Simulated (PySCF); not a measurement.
## Electronic structure of C₅H₉FN₂OSi (SMILES C[Si](C)(C)c1nnc(F)o1) in real space

```xyz
19

C    -1.5782   -1.6413   -0.0784
Si   -0.6563    0.0057    0.1137
C    -1.2082    1.3246   -1.1463
C    -0.7113    0.6903    1.8912
C     1.1712   -0.3461   -0.2646
N     1.7274   -1.4660   -0.5861
N     3.0495   -1.2462   -0.7692
C     3.2152    0.0056   -0.5461
F     4.3300    0.6854   -0.6023
O     2.0941    0.6573   -0.2216
H    -1.2439   -2.3664    0.6569
H    -2.6488   -1.5107    0.0454
H    -1.4049   -2.0752   -1.0582
H    -1.1540    0.9486   -2.1644
H    -0.5831    2.2117   -1.0889
H    -2.2332    1.6353   -0.9674
H    -1.7289    0.9296    2.1847
H    -0.1211    1.5979    1.9874
H    -0.3255   -0.0306    2.6071
```

Geometry: GFN2-xTB.

Method: PBE0/pcSseg-1, SCF density, gas phase, non-relativistic (PySCF).

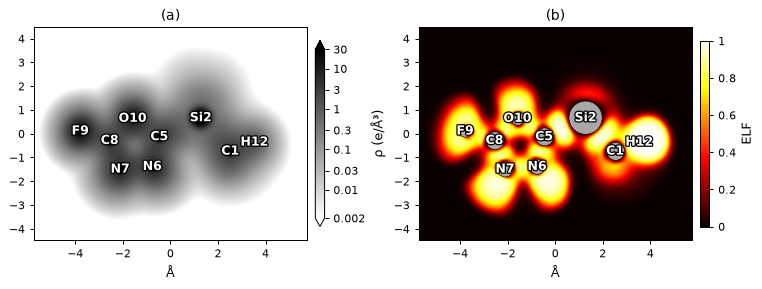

Figure 1. (a) total electron density; (b) electron localisation function on the plane of atoms N6, N7 and C8. Grey discs cover the atomic cores in the ELF map.

Q: Read the bonding off the picture.

A: Atoms in the plane: C, Si, N, F, O and H. C–N (1.28 Å): the density is about 2.8 e/Å³ at the midpoint; the ELF peaks at about 0.90 between the atoms; a covalent bond. C–F (1.31 Å): ρ is about 2.5 e/Å³ halfway; the ELF peaks at about 0.85 between the atoms, as expected for a shared but strongly polarised pair. C–O (1.34 Å): the density is about 2.5 e/Å³ at the midpoint; the ELF peaks at about 0.90 between the atoms: a polar covalent bond. N–N (1.35 Å): the density is about 2.5 e/Å³ at the midpoint; the ELF peaks at about 0.90 between the atoms, as expected for a covalent bond. C–Si (1.90 Å): the density is about 0.93 e/Å³ at the midpoint; the ELF peaks at about 0.95 between the atoms: localised, covalent bonding. The ELF also peaks beside N7, N6, F9 and O10, away from the bonds: lone-pair regions.

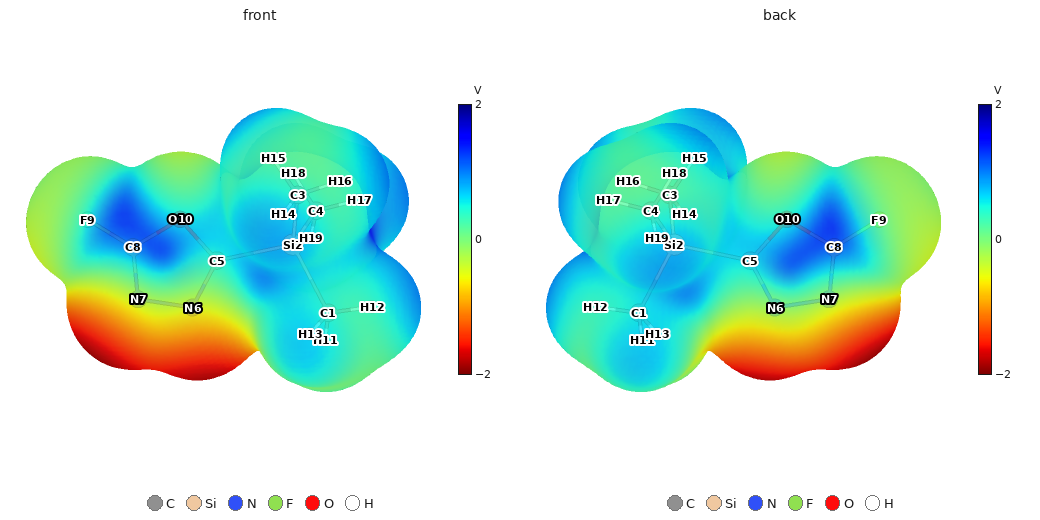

Figure 2. The molecular electrostatic potential painted on the density surface at 0.002 e/bohr³, seen from the front and from behind; red is negative and blue positive.

Q: Describe the electrostatic potential map.

A: The most negative region (about −1.8 V) lies over N6 and N7, the most positive (about +1.3 V) over Si2 and C8.

Q: How polar is the molecule by this calculation?

A: Its dipole moment is 3.96 D.
